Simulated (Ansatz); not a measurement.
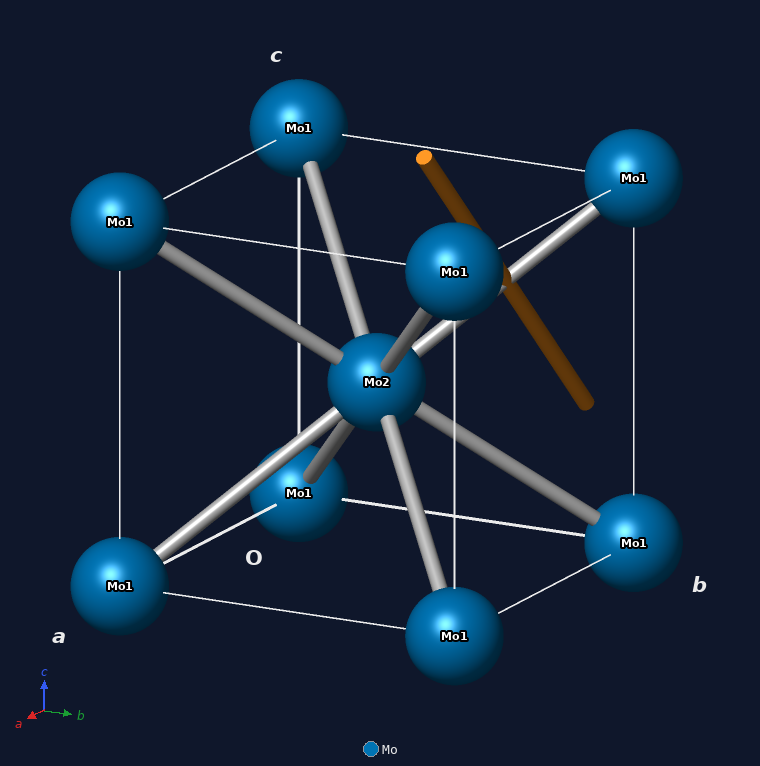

For Mo, the input geometry of an electronic-structure calculation (not necessarily at equilibrium): the coloured rod is the axis of a symmetry operation of the crystal. Geometry calculated from the standardised cell; symmetry tolerance 0.002 Å.

a = 3.132 Å, b = 3.132 Å, c = 3.132 Å, α = 90.00°, β = 90.00°, γ = 90.00°.

| atom | x | y | z |
| --- | --- | --- | --- |
| Mo1 | 0.0000 | 0.0000 | 0.0000 |
| Mo2 | 0.5000 | 0.5000 | 0.5000 |

Take the operation x, y, z → z−1/2, −y+3/2, x+1/2.

What kind of operation is it, and where does it lie?

Answer. It is a 2-fold rotation, about the line along [1 0 1] through (1/4, 3/4, 3/4).

Onto which atom does it carry each atom (up to whole multiples of a, b and c)?

Answer. Mo1 → Mo2, Mo2 → Mo1.

What is the crystal's space group?

Answer. Im-3m, No. 229.
